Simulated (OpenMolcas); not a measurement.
# Ti³⁺ among point charges: CASSCF and CASPT2 levels and susceptibility

How does a field of 5 point charges split the states of Ti³⁺, and what χT follows?

Program: OpenMolcas 26.06. Level of theory: state-averaged CASSCF and CASPT2, spin-orbit coupling by RASSI with atomic mean-field integrals. These are calculated values, not measurements, unless marked.

## (1) The atom as given

```
Species                           : Ti³⁺ (titanium, Z = 22, 19 electrons)
Basis                             : ANO-RCC-VDZP [5s4p2d1f], 34 functions
Scalar Hamiltonian                : DKH2, point nucleus
Inactive shells                   : 1s 2s 2p 3s 3p
Active space                      : 1 electron in 5 orbitals (3d)
Some configurations of this space : 3d
Orbitals                          : optimised for each spin and parity, averaged over all roots
```

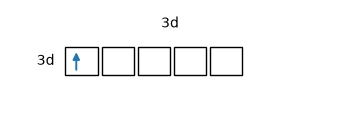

Occupation of the outer shells (arrows by Hund's rule).

The ion sits among 5 point charges of -1.5 e arranged as a square pyramid (C4v), 2.11 Å from the ion, with the axial distance 1.899 Å.

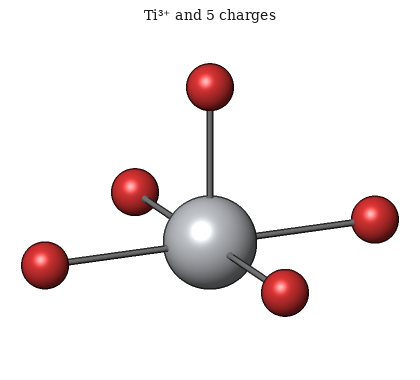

The ion and the point charges (red).

Each step is its own input file, run in one work folder so that later steps find the files of earlier ones. Labels, J, g values, rates, χT and fits are worked out afterwards by a script from the matrices that RASSI stores.

## (2) GATEWAY and SEWARD: basis and integrals

Contents of a.inp:

```
&GATEWAY
Coord
1

Ti 0.0 0.0 0.0
Basis=ANO-RCC-VDZP
Group=NoSym
NoMove
AngMom=0.0 0.0 0.0
AMFI
XField
5 Angstrom 0
2.110000 0.000000 0.000000 -1.500000
0.000000 2.110000 0.000000 -1.500000
-2.110000 0.000000 0.000000 -1.500000
0.000000 -2.110000 0.000000 -1.500000
0.000000 0.000000 1.899000 -1.500000
&SEWARD
```

Command:

```bash
$ OMP_NUM_THREADS=1 MOLCAS_MEM=1689 MOLCAS_PROJECT=a pymolcas a.inp > a.log
```

## (3) CASSCF: doublets, 5 roots

Contents of a.inp:

```
&RASSCF
FileOrb=start.orb
Symmetry=1
Spin=2
nActEl=1 0 0
Inactive=9
Ras2=5
CIRoot=5 5 1
SDav=5
CIMx=300
Iter=120 100
PrWF=0.3
OrbListing=Nothing
MaxOrb=0
>>> COPY $Project.JobIph JOB001
```

start.orb holds the contracted functions of the basis, ordered by shell, or the orbitals of the step before.

## (4) RASSI: spin-orbit coupling between the states

Contents of a.inp:

```
&RASSI
NrOfJobIphs=1 5
1 2 3 4 5
IphNames
JOB001
EJob
SpinOrbit
DIPRint=1.0
SOCoupling=1000.0
Subsets=2
Property=9
'ANGMOM' 1 'ANGMOM' 2 'ANGMOM' 3 'MLTPL  1' 1 'MLTPL  1' 2 'MLTPL  1' 3
'AMFI' 1 'AMFI' 2 'AMFI' 3
SOProperty=3
'ANGMOM' 1 'ANGMOM' 2 'ANGMOM' 3
```

## (5) CASPT2: IPEA 0.25, imaginary shift 0.1 (closed shells correlated: 3s 3p)

Contents of a.inp:

```
>>> COPY JOB001 $Project.JobIph
&CASPT2
Multistate=5 1 2 3 4 5
NoMult
Frozen=5
IPEA=0.25
Imaginary=0.1
MaxIter=60
WThr=0.0 0.3 0.05
PrWF=0.5
NoMix
```

(Steps that only read results are left out.)

What does the calculation give? Wanted: spin-free ground state; first state of the same spin within the active space; lowest level; next level.

As calculated:

| quantity | value |
| --- | --- |
| method | SS-CASPT2, IPEA 0.25, imaginary shift 0.1 (closed shells correlated: 3s 3p) |
| spin-free ground state | doublet, 2-fold in its orbital part |
| first state of the same spin within the active space | doublet at 317 cm⁻¹ |
| lowest level | 2-fold, g = 0.27, 1.37, 1.37 |
| next level | 221.9 cm⁻¹ |
| χT at 300 K | 0.49 cm³ K/mol |
| effective moment at 300 K | 1.98 μB |

Cost by method:

```csv
method,time of its own steps,time with the reference
A. CASSCF,1.7 s,1.7 s
"B. SS-CASPT2, IPEA 0.25, imaginary shift 0.1, +3s 3p",0.57 s,2.2 s
```

Times are of one thread on a shared host.

**Reading.** The spin-free ground state (doublet) comes to 100 % from free-ion D terms and keeps the highest spin of the shell. χT at 300 K is 0.49, against 0.38 cm³ K/mol for the spin alone, so orbital moment adds to it. The field of point charges can differ much from that of real complexes. This is an electrostatic model: the charges have no orbitals.
